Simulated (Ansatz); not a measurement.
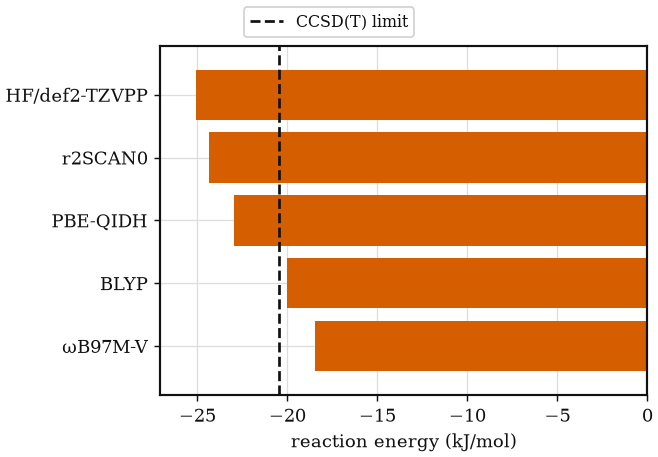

Electronic reaction energy of Si₂H₃OF (F[Si]O[SiH3]) [singlet] + AlNH₄SO ([NH2][Al]([OH])[SH]) → SiNH₂F (N[Si]F) [singlet] + AlSiH₅SO₂ ([OH][Al]([SH])[O][SiH3]) (SMILES in brackets) at several levels (functionals in def2-TZVPP unless a basis is named), isolated molecules at PBE0-D4 triple-zeta geometries, minima by their frequencies, no zero-point or thermal terms, the Ansatz code. The line is frozen-core CCSD(T) at the basis limit (MP2 extrapolated from triple and quadruple zeta, plus CCSD(T) less MP2 in a smaller set). PBE-QIDH holds a correlation term that converges slowly with the basis, so part of the distance to the limit is basis error. No dispersion term is added to r2SCAN0, PBE-QIDH and BLYP.

Q: Which level comes closest to the line (CCSD(T) limit), and which misses most?

A: Closest BLYP (−20.0 kJ/mol), against −20.5 kJ/mol; farthest HF/def2-TZVPP (−25.0 kJ/mol).

Q: Give the values.

A:
```
        level  kJ/mol  less CCSD(T) limit
HF/def2-TZVPP   −25.0                −4.6
      r2SCAN0   −24.4                −3.9
     PBE-QIDH   −22.9                −2.5
         BLYP   −20.0                 0.4
      ωB97M-V   −18.4                 2.0
CCSD(T) limit   −20.5                 0.0
```

Caveats: one conformer of each flexible molecule.
